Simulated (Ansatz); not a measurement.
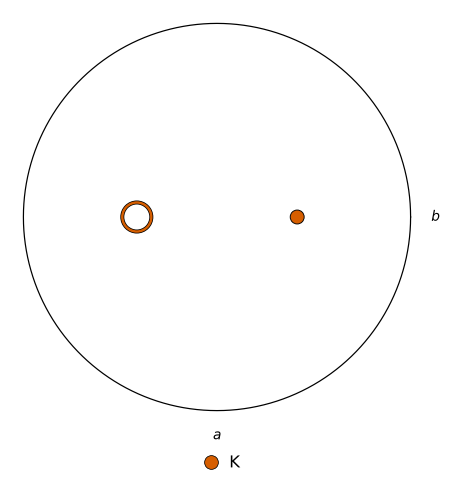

For KS7, coordinates from a relaxation with Ansatz, DFT PBE, scalar-relativistic, plane waves, PAW; the starting structure was generated, so it need not be a known form of this composition: directions from one sulfur atom at (0, 3/4, 3/4) to its bonded neighbours, in stereographic projection down c (filled: above the plane of the page or in it, open: below). All values are computed from the atomic coordinates in the standard setting (tolerance 0.002 Å).

Neighbours are counted up to 3.76 Å for K.

```
K S
1.0
     8.30988    0.00000    0.00000
     0.00000    8.30988    0.00000
     0.00000    0.00000    8.30988
K S
4 28
Direct
  0.00000 0.00000 0.00000
  0.00000 0.50000 0.50000
  0.50000 0.00000 0.50000
  0.50000 0.50000 0.00000
  0.00000 0.75000 0.75000
  0.00000 0.25000 0.75000
  0.75000 0.00000 0.75000
  0.25000 0.00000 0.75000
  0.25000 0.25000 0.00000
  0.25000 0.75000 0.00000
  0.50000 0.00000 0.00000
  0.00000 0.25000 0.25000
  0.00000 0.75000 0.25000
  0.75000 0.50000 0.25000
  0.25000 0.50000 0.25000
  0.25000 0.75000 0.50000
  0.25000 0.25000 0.50000
  0.50000 0.50000 0.50000
  0.50000 0.75000 0.25000
  0.50000 0.25000 0.25000
  0.25000 0.00000 0.25000
  0.75000 0.00000 0.25000
  0.75000 0.25000 0.50000
  0.75000 0.75000 0.50000
  0.00000 0.00000 0.50000
  0.50000 0.25000 0.75000
  0.50000 0.75000 0.75000
  0.25000 0.50000 0.75000
  0.75000 0.50000 0.75000
  0.75000 0.75000 0.00000
  0.75000 0.25000 0.00000
  0.00000 0.50000 0.00000
```

### How many neighbours are there, and at what angles?

2: 2 K at 2.94 Å. Angles between bonds: 180° (1×).

### What is the site's symmetry in the crystal?

Point group mmm (D2h), order 8: three twofold axes, three mirror planes, an inversion centre. In No. 225, Fm-3m this is Wyckoff position 24d.
